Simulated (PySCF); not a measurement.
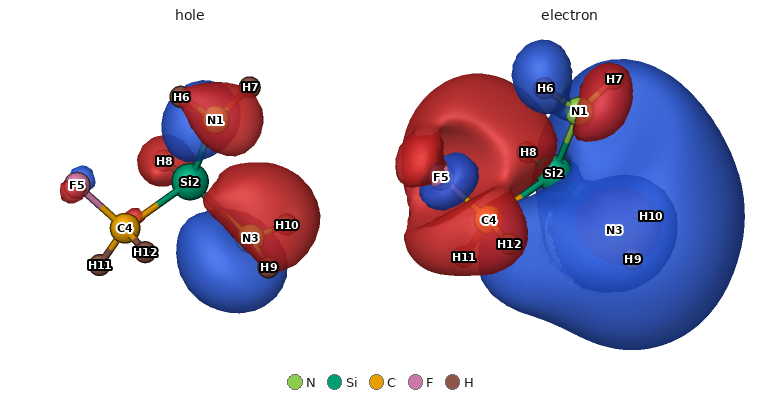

Figure 1: CH7FN2Si, SMILES `N[SiH](N)CF`. Leading natural transition orbital pair of S₂ (full linear response singlet states); the surfaces enclose about 85 % of each orbital's density.

Computed with PySCF, PBE/6-311G**, geometry: GFN2-xTB. No frequency check shows the geometry to be a minimum. Without diffuse functions Rydberg states are missing, so the states' numbers hold for this basis only.

The calculation's input:

```python
import numpy as np
from pyscf import gto, scf, dft, tdscf
from pyscf.scf import atom_ks, atom_hf
from scipy.linalg import block_diag

def solve(mol, dm0=None, hcore=None):
    mf = (dft.UKS if mol.spin else dft.RKS)(mol, xc='pbe')
    mf.grids.level = 3
    mf = mf.density_fit(auxbasis='def2-universal-jkfit')
    mf.conv_tol, mf.max_cycle = 1e-8, 80
    if hcore is not None:
        mf.get_hcore = lambda *args: hcore
    mf.kernel(dm0)
    if not mf.converged:
        mf = mf.newton().run(mf.mo_coeff, mf.mo_occ, max_cycle=30)
    assert mf.converged, 'SCF not converged'
    return mf

mol = gto.M(atom='''
N      0.42881     1.61960     0.32398
Si     0.50856     0.04210    -0.37277
N      1.81213    -0.93281     0.18878
C     -1.09077    -0.80423     0.24296
F     -2.19724    -0.03212    -0.06862
H     -0.46314     2.08929     0.33947
H      1.16415     2.28577     0.14917
H      0.60055    -0.02124    -1.83431
H      1.83491    -1.21322     1.15591
H      2.74380    -0.71069    -0.11865
H     -1.25340    -1.77390    -0.22864
H     -1.11347    -0.93851     1.32633
''', basis='6-311g**', charge=0, spin=0, verbose=4)
mf = solve(mol)
td = mf.TDDFT()
td.nstates, td.singlet, td.conv_tol = 6, True, 1e-5
td.kernel()
td.analyze()
x, y = np.array([p[0] for p in td.xy]), np.array([p[1] + 0 * p[0] for p in td.xy])
f, mu = td.oscillator_strength(), td.transition_dipole()
nto = [td.get_nto(state=i + 1, verbose=4) for i in range(len(td.e))]
# spherically averaged free atoms, for the promolecule
atm = atom_ks.get_atm_nrks(mol, xc='pbe')
pro = block_diag(*[(atm[a[0]][2] * atm[a[0]][3]) @ atm[a[0]][2].T for a in mol._atom])
np.savez('result.npz', e=td.e, f=f, ok=td.converged, w=[n[0] for n in nto], nto=[n[1] for n in nto], x=x, y=y, c=mf.mo_coeff, occ=mf.mo_occ, eps=mf.mo_energy, pro=pro, mu=mu)
```

Launched as:

```sh
OMP_NUM_THREADS=1 python input.py
```

The run took 2.2 min on 1 thread of Intel(R) Xeon(R) Platinum 8488C (Sapphire Rapids), on a shared host, peak memory 0.69 GiB.

Question: Where does the state lie, and where do hole and electron sit?

Answer: 6.24 eV (199 nm), f = 0.018, partly diffuse acceptor orbital, which a basis without diffuse functions describes poorly; the leading pair carries 99 %; hole on N3 (58 %), N1 (13 %) and Si2 (12 %), electron on Si2 (28 %), H10 (15 %) and N3 (13 %) (atom shares of so diffuse an orbital are rough); their centroids lie 0.5 Å apart. In canonical orbitals it is mainly HOMO−1 → LUMO (97 %). The HOMO–LUMO gap is 5.71 eV.
